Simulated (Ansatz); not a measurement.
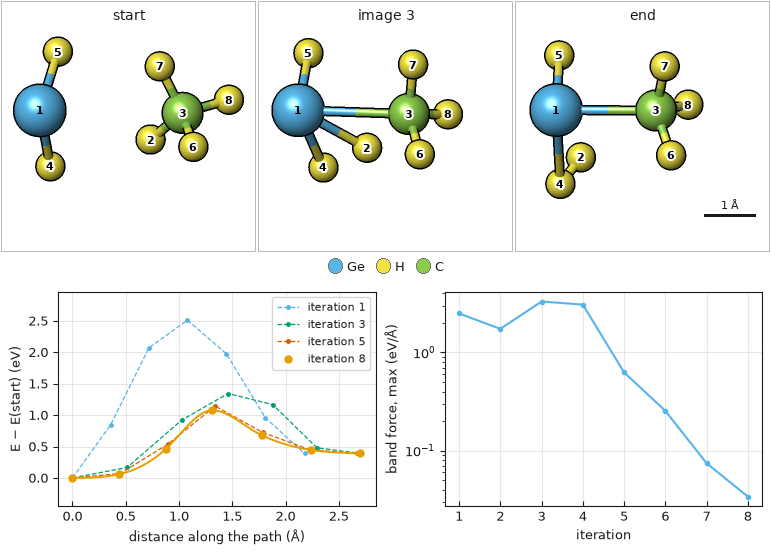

NEB run on CH6Ge, made up of GeH₂ and CH$_{4}$. Images are numbered from 0 (start) to 6 (end). The plot follows the band through its iterations. A ball-and-stick model, seen at a tilt.

All numbers below come from RKS PBE0-D4/def2-SVP (Ansatz 0.2.0). Set-up: 5 movable images; climbing image.

Question: Judge this run.

Answer: The run is converged, with reservations. The band converged in 8 iterations. The largest component of the band force went from 2.5 to 0.034 eV/Å. The climbing image converged on the top of the path. Its curvatures weren't checked. The largest force component is 0.22 eV/Å at the start and 0.32 eV/Å at the end; an end with forces this large is no minimum, and the barrier measured from it can be far off. The first iteration put the highest image at 2.51 eV. Forward barrier 1.08 eV, backward barrier 0.69 eV, with image 3 at the top; the reaction energy is +0.39 eV.

Limits of the set-up: the start holds two separate molecules, 2.2 Å apart at their closest, whose relative position is a soft coordinate.
